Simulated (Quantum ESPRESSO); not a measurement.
**BaTiO3 (Pm-3m): depth of a soft-mode well, with a fit**

Aim: the energy of BaTiO3 (Pm-3m) along its softest mode at Γ, fitted by an even polynomial.

Main program and level: Quantum ESPRESSO 7.5; DFT LDA, scalar-relativistic, plane waves, PseudoDojo norm-conserving pseudopotentials.

## (1) The relaxed structure

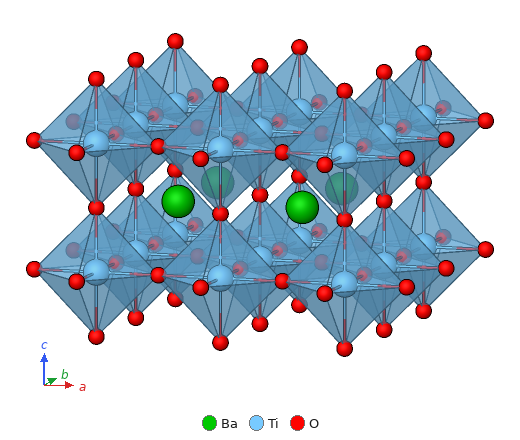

The starting structure, seen slightly off an axis (barium green, titanium blue, oxygen red). 2×2×1 cells are drawn. Some periodic images of atoms are drawn too.

As a file:

```xyz
5
Lattice="3.9378 0.0000 0.0000 0.0000 3.9378 0.0000 0.0000 0.0000 3.9378" Properties=species:S:1:pos:R:3 pbc="T T T"
Ba    1.9689    1.9689    1.9689
Ti    0.0000    0.0000    0.0000
O     1.9689    0.0000    0.0000
O     0.0000    1.9689    0.0000
O     0.0000    0.0000    1.9689
```

This is the cell after its relaxation at this level of theory, not the database cell from which that began.

## (2) The unstable mode

Linear response at Γ, with the sum rule, finds imaginary modes; the lowest is taken, along z where it is degenerate, and its pattern is scaled so that the atom that moves most moves by Q. Cutoff 92 Ry, k mesh 8×8×8.

The program printed:

```text
[banners, grids, parts of the stress and lines that vanish by symmetry left out]
Program DYNMAT v.7.5
     Reading Dynamical Matrix from file g.dyn
     ...Force constants read
     ...epsilon and Z* read
     A direction for q was not specified:TO-LO splitting will be absent

     Polarizability (A^3 units)
     multiply by 0.346626 for Clausius-Mossotti correction
        27.477721    0.000000    0.000000
         0.000000   27.477721    0.000000
[...]
IR activities are in (D/A)^2/amu units

# mode   [cm-1]    [THz]      IR
    1   -152.83   -4.5818   82.9866
    2   -152.83   -4.5818   82.9866
[...]
14    480.24   14.3972    3.5050
   15    480.24   14.3972    3.5050

Electronic dielectric permittivity tensor (relative, adimensional)
[...]
... with zone-center polar mode contributions
[...]
-0.000000    9.400379   -0.000000
         0.000000   -0.000000    9.400379

=------------------------------------------------------------------------------=
   JOB DONE.
=------------------------------------------------------------------------------=
[end of the log left out, with the tail of the file of modes that dynmat.x writes under the same name]
```

The mode has the frequency 152.8i cm⁻¹ and the mass m = Σ Mᵢ uᵢ² = 50.26 u for this scaling.

| atom | x | y | z |
| --- | --- | --- | --- |
| Ba1 | 0.000 | 0.000 | 0.012 |
| Ti2 | 0.000 | 0.000 | 0.695 |
| O3 | 0.000 | 0.000 | -0.589 |
| O4 | 0.000 | 0.000 | -0.589 |
| O5 | 0.000 | 0.000 | -1.000 |

## (3) Energies along the mode

Single points at fixed cell, with no other coordinate relaxed.

From the run at Q = 0.01 Å; the symmetric cell has -3738.8189 eV:

The program printed:

```text
[banners, grids, parts of the stress and lines that vanish by symmetry left out]
[banner, memory and clock lines left out]
Program PWSCF v.7.5

[...]
kinetic-energy cutoff     =      92.0000  Ry
     charge density cutoff     =     368.0000  Ry
     scf convergence threshold =      1.0E-11
[...]
Exchange-correlation= SLA  PW   NOGX NOGC
                           (   1   4   0   0   0   0   0)
[...]
8 Sym. Ops. (no inversion) found
[...]
number of k points=    75
[...]
End of self-consistent calculation
[...]
highest occupied, lowest unoccupied level (ev):    10.7354   12.5495
!    total energy              =    -274.79813350 Ry
[...]
convergence has been achieved in  22 iterations
[...]
atom    1 type  1   force =     0.00000000    0.00000000    0.00005388
     atom    2 type  2   force =     0.00000000    0.00000000    0.00107410
     atom    3 type  3   force =     0.00000000    0.00000000   -0.00031124
     atom    4 type  3   force =     0.00000000    0.00000000   -0.00031124
     atom    5 type  3   force =     0.00000000    0.00000000   -0.00050550
     Total force =     0.001267     Total SCF correction =     0.000002

     XML data file, charge density, pseudopotentials, collected wavefunctions
```

The point at Q = 0.059 Å is held back.

| Q (Å) | energy change (meV/cell) |
| --- | --- |
| 0 | 0.00 |
| 0.01 | -0.21 |
| 0.02 | -0.80 |
| 0.029 | -1.55 |
| 0.039 | -2.43 |
| 0.049 | -3.08 |
| 0.059 | ? |
| 0.069 | -2.24 |
| 0.078 | -0.19 |
| 0.088 | 3.93 |

## (4) The fit

Least squares on E = a Q² + b Q⁴ + c Q⁶ gives a = -2148 meV/Å², b = 366936 meV/Å⁴ and c = -3107509 meV/Å⁶. The minimum lies at Q = 0.055 Å, 3.2 meV a cell below the symmetric structure.

The curvature at Q = 0 is m ω² = 2a, so ω = 521.47 √(2a/m) cm⁻¹ with a in eV/Å² and m in u: 152.4i cm⁻¹, against 152.8i from linear response. At Q = 0.059 Å the fit predicts -3.16 meV.

## (5) The point that was held back

The program printed:

```text
[banners, grids, parts of the stress and lines that vanish by symmetry left out]
[banner, memory and clock lines left out]
Program PWSCF v.7.5

[...]
kinetic-energy cutoff     =      92.0000  Ry
     charge density cutoff     =     368.0000  Ry
     scf convergence threshold =      1.0E-11
[...]
Exchange-correlation= SLA  PW   NOGX NOGC
                           (   1   4   0   0   0   0   0)
[...]
8 Sym. Ops. (no inversion) found
[...]
number of k points=    75
[...]
c_bands:  1 eigenvalues not converged
[...]
End of self-consistent calculation
[...]
highest occupied, lowest unoccupied level (ev):    10.7573   12.5923
!    total energy              =    -274.79834987 Ry
[...]
convergence has been achieved in  29 iterations
[...]
atom    1 type  1   force =     0.00000000    0.00000000    0.00047796
     atom    2 type  2   force =     0.00000000    0.00000000   -0.00052587
     atom    3 type  3   force =     0.00000000    0.00000000   -0.00114763
     atom    4 type  3   force =     0.00000000    0.00000000   -0.00114763
     atom    5 type  3   force =     0.00000000    0.00000000    0.00234318
     Total force =     0.002938     Total SCF correction =     0.000000

     XML data file, charge density, pseudopotentials, collected wavefunctions
```

It lies at -3.16 meV, 0.01 meV from the prediction.

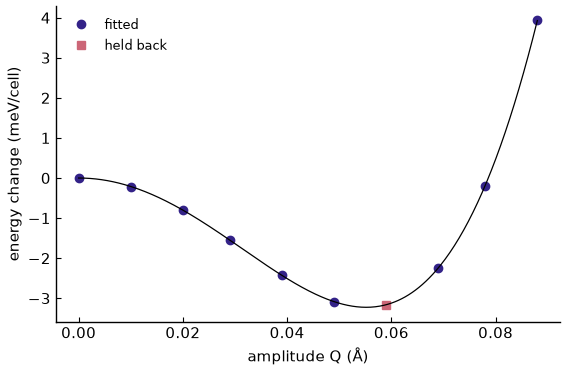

Energy along the mode, with the fit.

## (6) Results

| Item | Value |
| --- | --- |
| depth of the well | 3.2 meV a cell |
| amplitude at the minimum | 0.055 Å |

What this shows: Along this mode BaTiO3 (Pm-3m) gains 3.2 meV a cell at Q = 0.06 Å, which is 0.12 times k_BT at 300 K. The curvature of the fit and the linear response differ by 0 % in frequency. Strain and the other modes were held fixed; relaxing them can only deepen the well. A depth for one cell is no transition temperature: that needs the coupling between cells.

[Host names and launcher messages were left out of these logs when they were recorded.]

[Logs are printed without paths, hosts, clocks, repeated set-up lines and the standing remarks that a program may print on its own settings, such as how far it seeks lower states.]

[Hosts, paths, dates, database ids (printed as entryN), source tags and the programs' standing remarks are cut or masked in the printed files.]
